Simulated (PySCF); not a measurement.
The calculation's input:

```
{"job": {"kind": "nmr", "xc": "PBE0", "basis": "pcSseg-1", "pop": false}, "charge": 0, "multiplicity": 1}
Cl     2.128500     0.418800     1.046600
C      1.093900    -0.115900    -0.276500
C     -0.299900     0.420700    -0.200600
C     -1.425200    -0.409600     0.321400
O     -1.239900    -0.101100    -1.050400
H      0.989600    -1.229300    -0.082900
H      1.572300     0.123600    -1.279300
H     -0.354600     1.512200    -0.048900
H     -2.395200    -0.007600     0.650400
H     -1.315600    -1.496900     0.556000
```

Command:

```sh
OMP_NUM_THREADS=1 python probes_run.py task.json out
```

Geometry: GFN2-xTB, MD frame at 250 fs, 300 K.

Computed with PBE0/pcSseg-1, SCF density, gas phase, non-relativistic in PySCF 2.14.0.

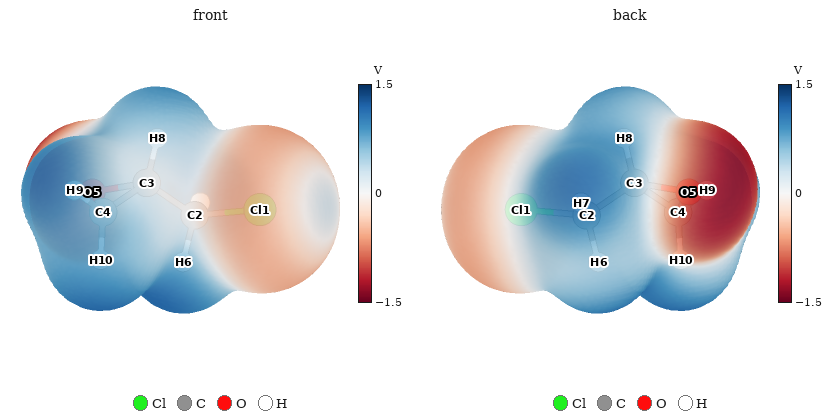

C$_{3}$H$_{5}$ClO (epichlorohydrin). The molecular electrostatic potential painted on the density surface at 0.002 e/bohr³, seen from the front and from behind; the colour scale runs from red (negative) to blue (positive).

Which sites attract a positive test charge, and which a negative one?

Answer. A positive charge is drawn to the negative regions and a negative charge to the positive ones. The most negative region (about −1.3 V, or −30 kcal/mol for a unit charge) lies over O5, the most positive (about +1.2 V, or +28 kcal/mol for a unit charge) over H6, H7 and H10. Cl1 shows a σ-hole: about +0.3 V at the tip opposite its bond, against about −0.5 V, or −12 kcal/mol for a unit charge on its flanks. O5 is the likeliest acceptor of a hydrogen bond.
